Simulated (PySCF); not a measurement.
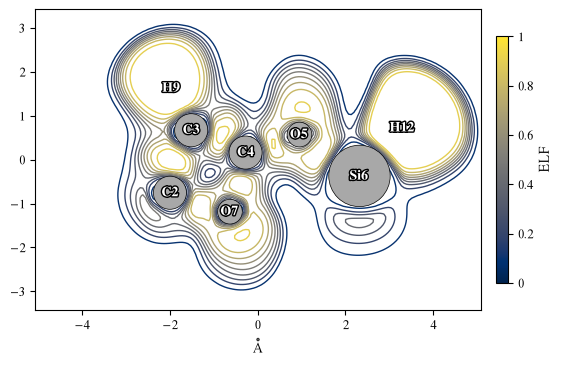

C3H5FO2Si. Electron localisation function on the plane of atoms C3, C4 and O7. Grey discs cover the atomic cores.

Geometry: GFN2-xTB.

Theory: PySCF, CAM-B3LYP/def2-SVPD, SCF density, gas phase.

```xyz
12

F     2.7181   -1.2063   -0.0093
C     2.0240   -0.0908    0.3112
C     1.2544    0.5800   -0.7932
C     0.1493    0.2368   -0.1200
O    -1.1338    0.3873   -0.1998
Si   -2.2744   -0.1874    0.8607
O     0.7769   -0.4132    0.9401
H     2.6598    0.5191    0.9608
H     1.5115    1.0775   -1.6981
H    -2.1915   -1.6422    0.9265
H    -2.0557    0.4151    2.1725
H    -3.4374    0.3234    0.1521
```

**Interpret the plot.**

The plane passes through C, O, Si and H nuclei.
C–O (1.29 Å): the ELF peaks at about 0.90 between the atoms (a short, strongly polar bond).
C–C (1.34 Å): the ELF peaks at about 0.90 between the atoms: a multiple bond.
Si–O (1.66 Å): the ELF peaks at about 0.90 between the atoms (a polar covalent bond).
C–H (1.06 Å): the ELF climbs to about 1 towards the hydrogen, as it does in any bond to H: a covalent bond by its length.
C–O (1.39 Å): the ELF peaks at about 0.90 between the atoms; a polar covalent bond.
The ELF also peaks beside O7 and O5, away from the bonds: lone-pair regions.
